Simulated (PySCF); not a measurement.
## NMR shielding calculation, with input and output: C4H9ClSSi

The run: NMR shielding calculation of C4H9ClSSi. Method and program: GIAO BHandHLYP/pcSseg-1 NMR shielding, non-relativistic, gas phase (PySCF 2.14.0).

The geometry comes from this level: GFN2-xTB. Figures and captions count atoms from 1; the log counts them from 0 in places.

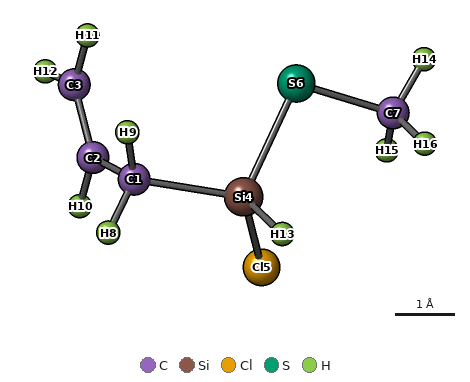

Fig. 1: The input geometry (ball-and-stick view, seen at a tilt; atoms are numbered from 1 in the order of the input). Bond lengths as drawn: Cl–Si 2.02 Å, C–C 1.32 to 1.49 Å, C–H 1.08 to 1.09 Å, C–S 1.82 Å, C–Si 1.90 Å, H–Si 1.46 Å and S–Si 2.15 Å.

### Input
```
{"job": {"kind": "nmr", "xc": "BHandHLYP", "basis": "pcSseg-1", "pop": false}, "charge": 0, "multiplicity": 1}
C     -1.638122     0.399435     0.508793
C     -1.939612    -0.101914    -0.865836
C     -1.758284     0.601492    -1.968140
Si     0.032872    -0.261141     1.139425
Cl     0.197134    -2.254187     0.829131
S      1.563763     0.785365     0.056319
C      3.024575    -0.202908     0.510994
H     -2.422320     0.086321     1.197827
H     -1.608517     1.488213     0.507545
H     -2.304133    -1.119424    -0.919447
H     -1.385047     1.611827    -1.936905
H     -1.973994     0.198917    -2.942659
H      0.226397    -0.027871     2.567908
H      3.861538     0.205863    -0.044300
H      2.862869    -1.239392     0.233859
H      3.207058    -0.115931     1.577139
```

The first line tells a small driver script what to run in PySCF; the rest is the geometry in Å.

Launch command:
```bash
OMP_NUM_THREADS=1 python <driver script> task.json out
```

### What the program printed
```
coarse grid: 14800 points
cycle   1  E = -1305.5270656565  dE =  7.702e-01  |g| = 4.024e-01  |ddm| = 3.534e+00
cycle   2  E = -1305.5509019225  dE = -2.384e-02  |g| = 3.188e-01  |ddm| = 8.475e-01
cycle   3  E = -1305.5773350607  dE = -2.643e-02  |g| = 4.240e-02  |ddm| = 4.167e-01
cycle   4  E = -1305.5777373876  dE = -4.023e-04  |g| = 2.417e-02  |ddm| = 6.196e-02
cycle   5  E = -1305.5778811797  dE = -1.438e-04  |g| = 5.077e-03  |ddm| = 2.358e-02
cycle   6  E = -1305.5778881395  dE = -6.960e-06  |g| = 1.263e-03  |ddm| = 5.495e-03
final grid: 128600 points
cycle   7  E = -1305.6082553074  dE = -1.452e-05  |g| = 3.072e-03  |ddm| = 1.151e-02
cycle   8  E = -1305.6082558209  dE = -5.135e-07  |g| = 2.767e-03  |ddm| = 5.125e-03
cycle   9  E = -1305.6082577206  dE = -1.900e-06  |g| = 3.341e-04  |ddm| = 2.386e-03
cycle  10  E = -1305.6082577448  dE = -2.420e-08  |g| = 1.320e-04  |ddm| = 3.598e-04
cycle  11  E = -1305.6082577495  dE = -4.694e-09  |g| = 2.192e-05  |ddm| = 1.404e-04
cycle  12  E = -1305.6082577496  dE = -1.278e-10  |g| = 6.273e-06  |ddm| = 2.912e-05
```

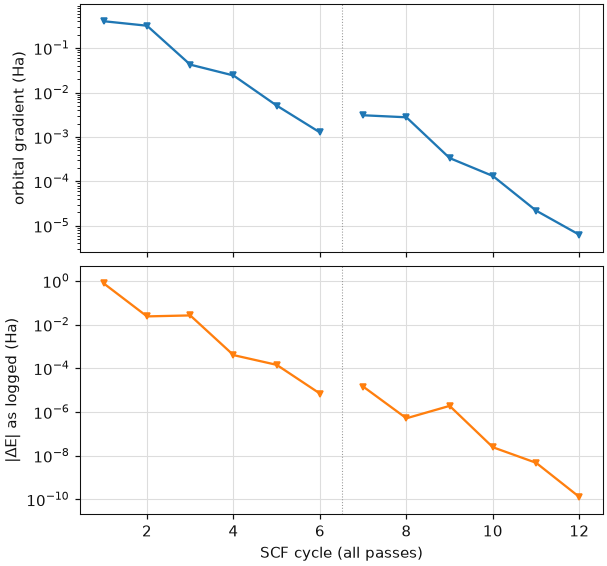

Fig. 2: Convergence of the self-consistent field: orbital gradient and size of the energy change against the SCF cycle. The dotted line marks the change from a coarse to the final integration grid. The first 6 cycles use a coarse grid, the final grid takes over at cycle 7, and the field converges after 12 cycles in all.

```
converged SCF energy = -1305.6082577496

GIAO shielding tensors (ppm)
atom      isotropic    diamagn.    paramagn.     s11        s22        s33       span
  0 C      160.611     254.093     -93.482    146.337    160.425    175.070     28.733
  1 C       46.891     257.755    -210.864    -82.261     56.733    166.201    248.463
  2 C       60.744     254.208    -193.464    -60.092     84.151    158.172    218.264
  3 Si     339.623     878.508    -538.884    295.539    349.234    374.097     78.559
  4 Cl     973.755    1150.692    -176.937    887.571   1009.815   1023.879    136.308
  5 S      667.613    1061.163    -393.550    575.127    656.268    771.444    196.318
  6 C      174.304     249.653     -75.350    164.056    169.299    189.556     25.500
  7 H       30.003      30.257      -0.254     26.269     27.628     36.112      9.843
  8 H       30.245      32.763      -2.518     27.469     27.962     35.305      7.836
  9 H       25.828      31.789      -5.961     23.222     25.057     29.205      5.983
 10 H       26.593      32.523      -5.930     22.254     26.013     31.513      9.260
 11 H       26.536      29.522      -2.987     23.158     25.595     30.853      7.695
 12 H       26.484      29.378      -2.895     22.556     24.448     32.447      9.891
 13 H       29.769      29.092       0.676     23.742     26.746     38.818     15.076
 14 H       29.732      30.731      -0.999     22.888     30.257     36.051     13.163
 15 H       29.857      29.087       0.770     24.356     27.157     38.058     13.702
```

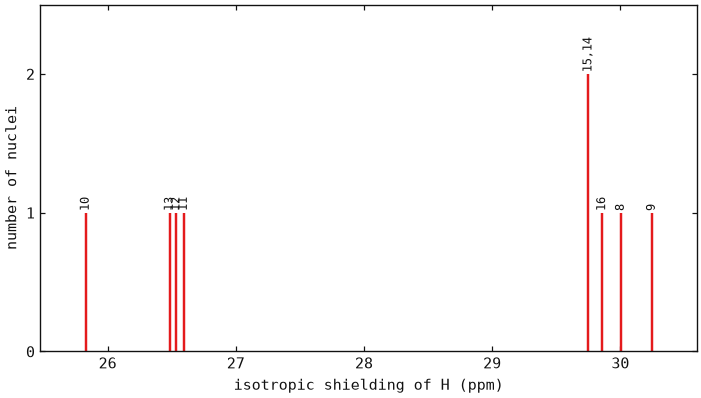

Fig. 3: Isotropic shieldings of the hydrogen nuclei in this fixed geometry, labelled by atom number; shielding grows to the right, so chemical shift grows to the left. The least shielded is H10 (25.8 ppm), the most shielded H9 (30.2 ppm).

### Results in brief

```tsv
quantity	value
outcome	converged
total energy	−1305.608258 hartree
HOMO	−8.05 eV
LUMO	1.00 eV
dipole moment	0.91 D
isotropic shielding, C	46.9 to 174.3 ppm
isotropic shielding, Si	339.6 ppm
isotropic shielding, Cl	973.8 ppm
isotropic shielding, S	667.6 ppm
isotropic shielding, H	25.8 to 30.2 ppm
hardware	1 CPU thread, shared host
wall time	19 s
peak memory	0.87 GiB
```
